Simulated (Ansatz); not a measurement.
# AlBH2Cl radical: single points off equilibrium

Aim: energy, forces and dipole at a structure displaced at random from a GFN2-xTB minimum, from CCSD(T) and from density functionals.

The runs use Ansatz 0.2.0, Gaussian basis; single points in def2-TZVPP.

Correlated methods freeze the cores. Orbitals are unrestricted. B3LYP uses VWN-RPA correlation.

**1. Starting geometry**

SMILES `[BH2][Al][Cl]`, 5 atoms, charge 0, spin multiplicity 2.

Atoms are counted from 1 here; the program's logs count them from 0.

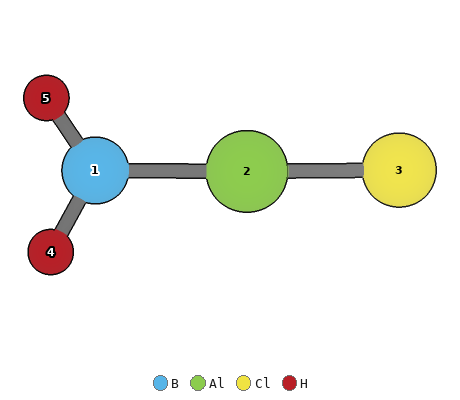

As it starts; boron blue, aluminium green, chlorine yellow, hydrogen red; atoms are numbered from 1 in the order of the file.

Geometry (Å):

```
B    -0.4926    0.5789   -0.4463
Al    0.5891   -0.6919    0.5599
Cl    1.8224   -2.0159    1.3657
H    -1.6001    0.2413   -0.7910
H    -0.3148    1.7078   -0.4516
```

**2. CCSD(T)/def2-TZVPP**

run/in.yaml

```yaml
crystal:
  periodic: [false, false, false]
  atoms:
    - {symbol: B, position_ang: [-0.492600, 0.578900, -0.446300]}
    - {symbol: Al, position_ang: [0.589100, -0.691900, 0.559900]}
    - {symbol: Cl, position_ang: [1.822400, -2.015900, 1.365700]}
    - {symbol: H, position_ang: [-1.600100, 0.241300, -0.791000]}
    - {symbol: H, position_ang: [-0.314800, 1.707800, -0.451600]}
basis:
  gaussian: {orbitals: def2-TZVPP}
magnetization: {spin_polarized: true, initial_magnetization: 1}
correlation: {method: ccsd_t}
scf: {omitted_lower_state_checks: [cluster_reference]}
output: {forces: true}
```

No record of the launch command was kept for these runs.

**3. PBE0-D4/def2-TZVPP**

Edit run/in.yaml of step 2 so:

```diff
@@ -11,4 +11,3 @@
 magnetization: {spin_polarized: true, initial_magnetization: 1}
-correlation: {method: ccsd_t}
-scf: {omitted_lower_state_checks: [cluster_reference]}
-output: {forces: true}
+hamiltonian: {xc: pbe0, dispersion: d4}
+output: {forces: true, orbitals: {seedname: orbitals}}
```

**4. wB97M-V/def2-TZVPP**

Edit run/in.yaml of step 3 so:

```diff
@@ -11,3 +11,3 @@
 magnetization: {spin_polarized: true, initial_magnetization: 1}
-hamiltonian: {xc: pbe0, dispersion: d4}
-output: {forces: true, orbitals: {seedname: orbitals}}
+hamiltonian: {xc: {name: wB97M-V}}
+output: {forces: true}
```

**5. r2SCAN-D4/def2-TZVPP**

Edit run/in.yaml of step 4 so:

```diff
@@ -11,3 +11,3 @@
 magnetization: {spin_polarized: true, initial_magnetization: 1}
-hamiltonian: {xc: {name: wB97M-V}}
+hamiltonian: {xc: r2scan, dispersion: d4}
 output: {forces: true}
```

**6. PBE-D4/def2-TZVPP**

Edit run/in.yaml of step 5 so:

```diff
@@ -11,3 +11,3 @@
 magnetization: {spin_polarized: true, initial_magnetization: 1}
-hamiltonian: {xc: r2scan, dispersion: d4}
+hamiltonian: {xc: pbe, dispersion: d4}
 output: {forces: true}
```

**7. revPBE-D4/def2-TZVPP**

Edit run/in.yaml of step 6 so:

```diff
@@ -11,3 +11,3 @@
 magnetization: {spin_polarized: true, initial_magnetization: 1}
-hamiltonian: {xc: pbe, dispersion: d4}
+hamiltonian: {xc: {name: revPBE}, dispersion: d4}
 output: {forces: true}
```

**8. B3LYP-D4/def2-TZVPP**

Edit run/in.yaml of step 7 so:

```diff
@@ -11,3 +11,3 @@
 magnetization: {spin_polarized: true, initial_magnetization: 1}
-hamiltonian: {xc: {name: revPBE}, dispersion: d4}
+hamiltonian: {xc: {name: B3LYP}, dispersion: d4}
 output: {forces: true}
```

(Steps that only read results are left out.)

**Question.** What will these runs give? Wanted: energy less free atoms, CCSD(T)/def2-TZVPP; RMS force component; RMS force error; HOMO and LUMO, PBE0-D4; T1 diagnostic.

The runs gave:

| quantity | value |
| --- | --- |
| energy less free atoms, CCSD(T)/def2-TZVPP | -13.619 eV |
| RMS force component | 0.885 to 0.989 eV/Å over the methods |
| RMS force error | PBE0-D4 0.076, wB97M-V 0.081, r2SCAN-D4 0.070, PBE-D4 0.105, revPBE-D4 0.125, B3LYP-D4 0.056 eV/Å |
| HOMO and LUMO, PBE0-D4 | -5.38 and -2.31 eV |
| T1 diagnostic | 0.018 |

What this shows: Against CCSD(T) the functionals' energies less atoms differ by -0.936 to -0.451 eV, PBE-D4 by -0.802 eV. CCSD(T) in triple zeta still lacks some correlation energy of the bonds, so part of these gaps is its own basis error and they don't rank the functionals. For forces B3LYP-D4 does best and revPBE-D4 worst. Frozen-core CCSD(T) forces in triple zeta carry basis errors of their own, and this is one geometry, so small gaps rank nothing.
